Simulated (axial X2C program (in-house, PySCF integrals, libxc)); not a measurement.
# Linear OTiO⁺ at several levels

Aim: the two bond lengths and stretching wavenumbers of linear OTiO⁺, with and without spin–orbit coupling, at PBE0, TPSSh.

Program: an in-house X2C program for linear molecules on PySCF integrals. Level of theory: all-electron X2C, two-component (2c) or spin-free, O dyall-av3z, Ti dyall-v3z. These are calculated values, not measurements.

All values are calculated.

2 further runs of the same task are left out: 2 set aside as unsound or not needed.

### 1 The job

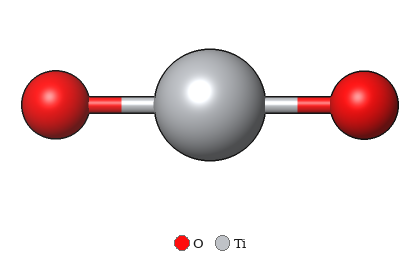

The atoms on one line, bonds 1.740 and 1.740 Å (oxygen red, titanium light grey).

The input, task.json:

```json
{"zs": [8, 22, 8], "q": 1, "bas": ["dyall-av3z", "dyall-v3z", "dyall-av3z"], "r0": [1.74, 1.74], "symm": 1, "scan": ["PBE0", "HF", "TPSSh"], "levels": ["PBE0", "HF", "TPSSh"], "nst": 2}
```

Keys: zs atomic numbers; q charge; bas basis sets; r0 starting distance in Å; symm equal bonds; scan levels of the two-bond scan; levels methods; nst determinants followed.

On the command line:

```sh
$ python solin.py task.json out
```

Masses O 15.995, Ti 47.948, O 15.995 u.

### 2 Scan at PBE0, 2c

State: Ω = 1/2 (beyond evenly filled blocks: ω = 1/2). Energies above the lowest point, from the job's result record:

| r(O–Ti) (Å) | r(Ti–O) (Å) | E (meV) |
| --- | --- | --- |
| 1.6078 | 1.6078 | 80.29 |
| 1.6078 | 1.6490 | 21.76 |
| 1.6078 | 1.6902 | 9.77 |
| 1.6490 | 1.6078 | 21.76 |
| 1.6490 | 1.6490 | 0.00 |
| 1.6490 | 1.6902 | 22.87 |
| 1.6490 | 1.7315 | 77.68 |
| 1.6902 | 1.6078 | 9.77 |
| 1.6902 | 1.6490 | 22.87 |
| 1.6902 | 1.6902 | 81.31 |
| 1.7315 | 1.6490 | 77.68 |
| 1.7315 | 1.7315 | 292.76 |

A quadratic surface with cubic terms in each bond gives the minimum at 1.648 and 1.648 Å, force constants 4.3, 4.3 and coupling 3.29 mdyn/Å.

### 3 Scan at TPSSh, 2c

State: Ω = 1/2 (beyond evenly filled blocks: ω = 1/2). Energies above the lowest point, from the job's result record:

| r(O–Ti) (Å) | r(Ti–O) (Å) | E (meV) |
| --- | --- | --- |
| 1.6078 | 1.6078 | 142.03 |
| 1.6078 | 1.6490 | 57.20 |
| 1.6078 | 1.6902 | 28.51 |
| 1.6490 | 1.6078 | 57.20 |
| 1.6490 | 1.6490 | 1.27 |
| 1.6490 | 1.6902 | 0.00 |
| 1.6490 | 1.7315 | 40.48 |
| 1.6902 | 1.6078 | 28.51 |
| 1.6902 | 1.6490 | 0.00 |
| 1.6902 | 1.6902 | 25.89 |
| 1.7315 | 1.6490 | 40.48 |
| 1.7315 | 1.7315 | 184.28 |

A quadratic surface with cubic terms in each bond gives the minimum at 1.663 and 1.663 Å, force constants 4.72, 4.72 and coupling 2.53 mdyn/Å.

### 4 Scan at PBE0, spin-free

State: M_S = 1/2, Λ = 0 (beyond evenly filled blocks: σα). Energies above the lowest point, from the job's result record:

| r(O–Ti) (Å) | r(Ti–O) (Å) | E (meV) |
| --- | --- | --- |
| 1.6078 | 1.6078 | 80.25 |
| 1.6078 | 1.6490 | 21.73 |
| 1.6078 | 1.6902 | 9.73 |
| 1.6490 | 1.6078 | 21.73 |
| 1.6490 | 1.6490 | 0.00 |
| 1.6490 | 1.6902 | 22.88 |
| 1.6490 | 1.7315 | 77.68 |
| 1.6902 | 1.6078 | 9.73 |
| 1.6902 | 1.6490 | 22.88 |
| 1.6902 | 1.6902 | 81.35 |
| 1.7315 | 1.6490 | 77.68 |
| 1.7315 | 1.7315 | 292.84 |

A quadratic surface with cubic terms in each bond gives the minimum at 1.648 and 1.648 Å, force constants 4.29, 4.29 and coupling 3.29 mdyn/Å.

### 5 Comparison

| level | r(O–Ti) (Å) | r(Ti–O) (Å) | lower stretch (cm⁻¹) | upper stretch (cm⁻¹) |
| --- | --- | --- | --- | --- |
| PBE0, 2c | 1.648 | 1.648 | 422.6 | 896.9 |
| TPSSh, 2c | 1.663 | 1.663 | 621.6 | 877.1 |
| PBE0, spin-free | 1.648 | 1.648 | 422.0 | 897.0 |
| TPSSh, spin-free | 1.663 | 1.663 | 621.4 | 877.1 |

Scans not shown above were run alike.

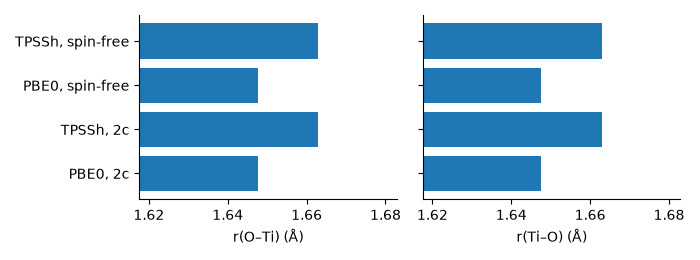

The two bond lengths by level.

What this shows: Over the levels the O–Ti bond spans 1.648 to 1.663 Å and the Ti–O bond 1.648 to 1.663 Å. At PBE0 spin–orbit coupling leaves both bonds unchanged to 0.001 Å. Each state is one determinant, the lowest of a limited PBE0 search; the stretches come from a fit to few points and are good to some per cent at best. The lower stretch spreads by more than a fifth over the levels, so it depends strongly on the method. The stretches are sorted by size, and where the two bonds are alike the symmetric and antisymmetric modes can swap order between levels. The molecule was held linear; bending was not examined, so a bent shape may lie lower.
